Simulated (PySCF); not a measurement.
C₄H₁₁NSSi (SMILES [H]/N=C(/C)CCS[SiH3])

The calculation's input:

```
{"job": {"kind": "nmr", "xc": "PBE0", "basis": "pcSseg-1"}, "charge": 0, "multiplicity": 1}
C     -1.799756     1.499924     0.223309
C     -1.786904     0.121123    -0.354926
N     -2.850388    -0.547314    -0.346277
C     -0.451232    -0.360987    -0.885136
C      0.353688    -0.988443     0.246261
S      1.899974    -1.771807    -0.340085
Si     3.053038    -0.075402    -0.958210
H     -1.089561     1.566064     1.045694
H     -1.507564     2.225014    -0.534418
H     -2.795360     1.735898     0.585702
H     -2.785193    -1.479951    -0.749788
H     -0.608904    -1.113567    -1.662422
H      0.107460     0.473319    -1.314759
H     -0.208721    -1.795219     0.716547
H      0.618114    -0.251989     1.004913
H      2.852941     0.958565     0.052481
H      2.580405     0.395565    -2.257610
H      4.409204    -0.584476    -1.012452
```

Launched as:

```sh
OMP_NUM_THREADS=1 python probes_run.py task.json out
```

Geometry: GFN2-xTB.

Theory: PBE0/pcSseg-1, SCF density, gas phase, non-relativistic in PySCF 2.14.0.

What will maps of the electron density and electron localisation function show?

Answer. C–N (1.26 Å): ρ is about 2.9 e/Å³ halfway; the ELF peaks at about 0.90 between the atoms; a short, multiple covalent bond.
C–C (1.50 Å): the density is about 1.8 e/Å³ at the midpoint; the ELF peaks at about 0.95 between the atoms: a covalent bond.
N–H (1.02 Å): ρ at the midpoint is about 2.8 e/Å³; the ELF climbs to about 1 towards the hydrogen, as it does in any bond to H: an ordinary covalent bond to hydrogen.
C–H (1.09 Å): ρ at the midpoint is about 2 e/Å³; the ELF climbs to about 1 towards the hydrogen; an ordinary covalent bond to hydrogen.

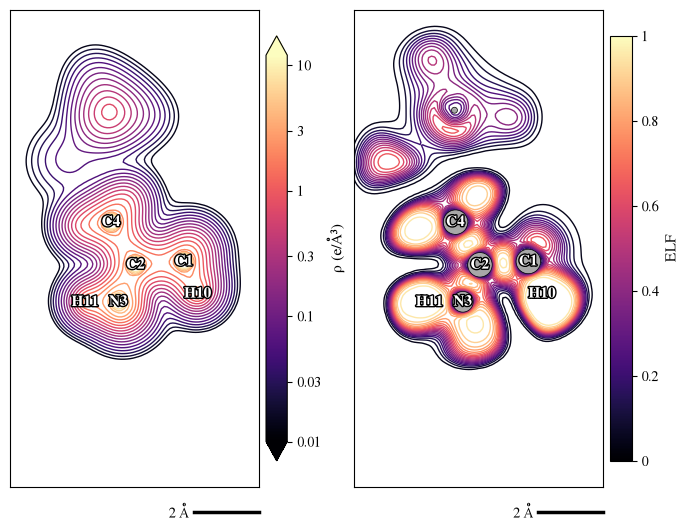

Computed electron density and electron localisation function on the plane of atoms C2, N3 and H11, in this order. Grey discs cover the atomic cores in the ELF map. 
